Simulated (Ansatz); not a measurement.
## Electronic structure of C₃H₅NSSi (SMILES [SiH3]c1cncs1) in real space

Input file:

```
crystal:
  periodic: [false, false, false]
  atoms:
    - {symbol: C, position_ang: [0.526123, 0.681105, 1.046459]}
    - {symbol: C, position_ang: [1.715373, 1.044391, 1.648233]}
    - {symbol: C, position_ang: [1.037644, -0.329917, 3.222432]}
    - {symbol: "N", position_ang: [1.992671, 0.475364, 2.862226]}
    - {symbol: S, position_ang: [-0.282771, -0.451481, 2.091604]}
    - {symbol: Si, position_ang: [-0.145898, 1.268926, -0.596588]}
    - {symbol: H, position_ang: [-1.459111, 1.951893, -0.420224]}
    - {symbol: H, position_ang: [0.846866, 2.224207, -1.161945]}
    - {symbol: H, position_ang: [-0.335104, 0.125106, -1.533593]}
    - {symbol: H, position_ang: [2.428748, 1.747339, 1.212618]}
    - {symbol: H, position_ang: [1.030548, -0.901306, 4.153701]}
basis:
  gaussian:
    orbitals: def2-SVPD
hamiltonian:
  xc: pbe0
output:
  forces: true
  orbitals: {seedname: orbitals}
```

Run with:

```sh
ansatz run input.yaml --threads 2 --pin off --max-ram 5220MiB --events-out events.jsonl --progress --plain --runs-dir runs
```

Geometry: B3LYP-D3(BJ)/def2-SVP.

All numbers below come from isolated molecule in a Gaussian basis; Kohn-Sham density functional theory, functional PBE0 in Ansatz 0.2.0.

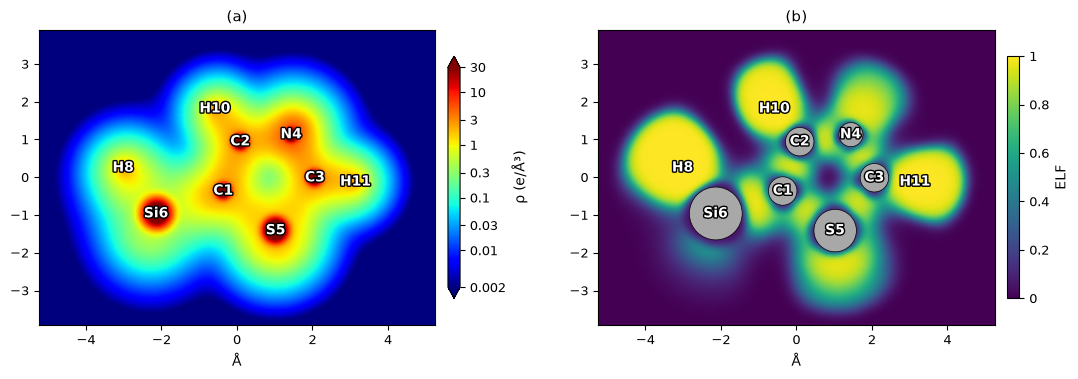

Figure 1. (a) electron density; (b) electron localisation function on the plane of atoms S5, C3 and H11. Grey discs cover the atomic cores in the ELF map.

### Read the bonding off the picture.

- The section cuts through C, N, S, Si and H sites.
- C–N (1.30 Å): ρ is about 2.6 e/Å³ halfway; the ELF peaks at about 0.90 between the atoms, as expected for a covalent bond.
- C–C (1.38 Å): the density is about 2.1 e/Å³ at the midpoint; the ELF peaks at about 0.95 between the atoms; localised, covalent bonding.
- C–S (1.74 Å): ρ is about 1.4 e/Å³ halfway; the ELF peaks at about 0.90 between the atoms (a covalent bond).
- C–Si (1.87 Å): the density is about 0.94 e/Å³ at the midpoint; the ELF peaks at about 0.95 between the atoms: a shared electron pair.
- C–H (1.09 Å): ρ is about 2 e/Å³ halfway; the ELF climbs to about 1 towards the hydrogen, as it does in any bond to H; a covalent bond by its length.
- The ELF also peaks beside S5 and N4, away from the bonds: lone-pair regions.

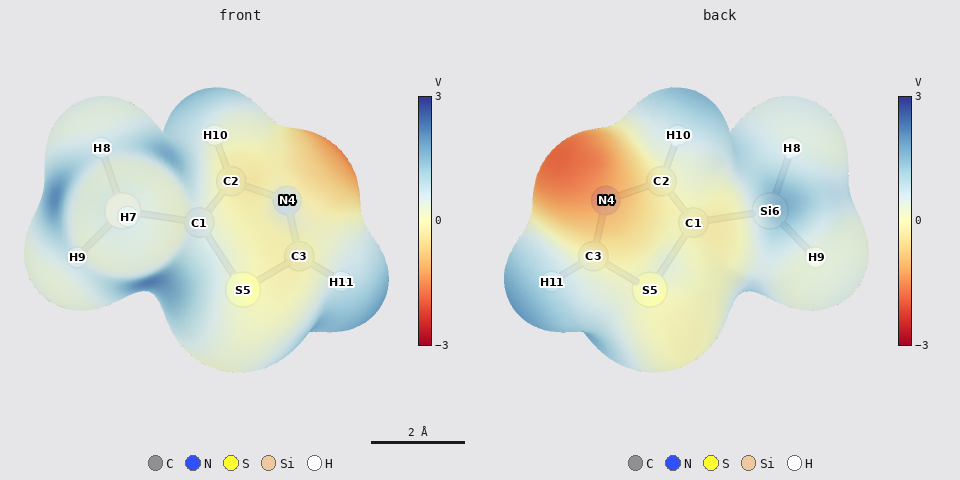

Figure 2. The electrostatic potential painted on the density surface at 0.004 e/bohr³, seen from the front and from behind; the colour scale runs from red (negative) to blue (positive).

### Where is the surface potential most negative and most positive?

The most negative region (about −1.9 V, or −44 kcal/mol for a unit charge) lies over N4, the most positive (about +2.2 V, or +51 kcal/mol for a unit charge) over Si6. N4 is the likeliest acceptor of a hydrogen bond.

### How polar is the molecule by this calculation?

Its dipole moment is 1.12 D.

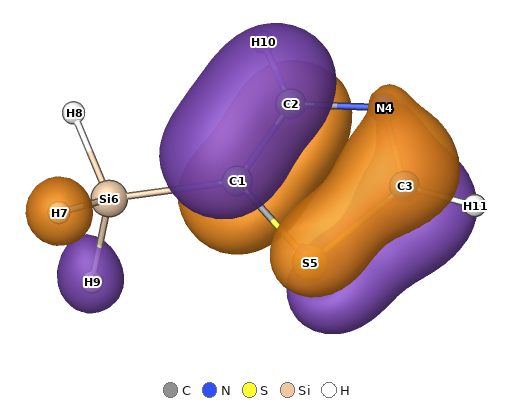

Figure 3. The HOMO at ±0.1 Å⁻³ᐟ² (orange and purple are the two phases), seen at a tilt.

### Where does this orbital lie, and at what energy?

By Hirshfeld shares it lies mainly on C1 (about 25 %), C2 (about 25 %), C3 (about 20 %) and S5 (about 15 %). Its energy is −7.49 eV.

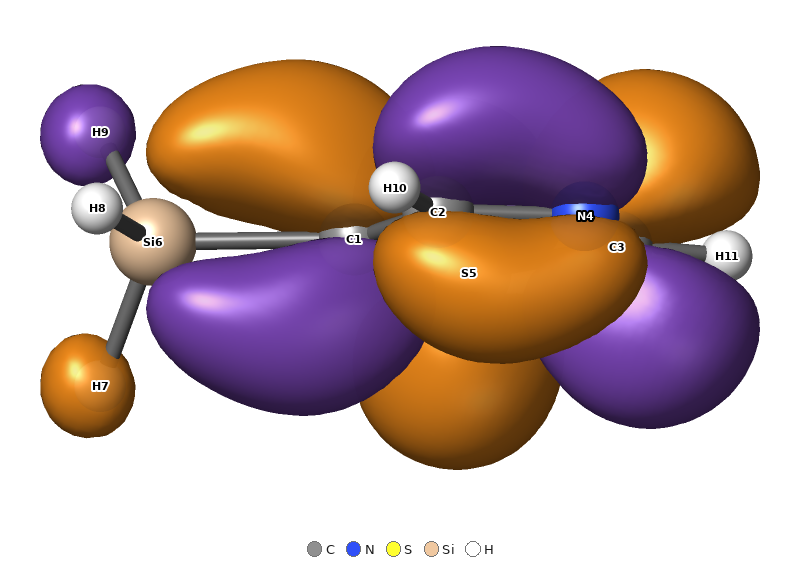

Figure 4. The LUMO at ±0.08 Å⁻³ᐟ² (orange and purple are the two phases), seen from one side.

### What is the character of this orbital?

By Hirshfeld shares it lies mainly on C3 (about 25 %), S5 (about 20 %), C1 (about 15 %), C2 (about 10 %), N4 (about 10 %) and Si6 (about 5 %). Its energy is −1.32 eV.
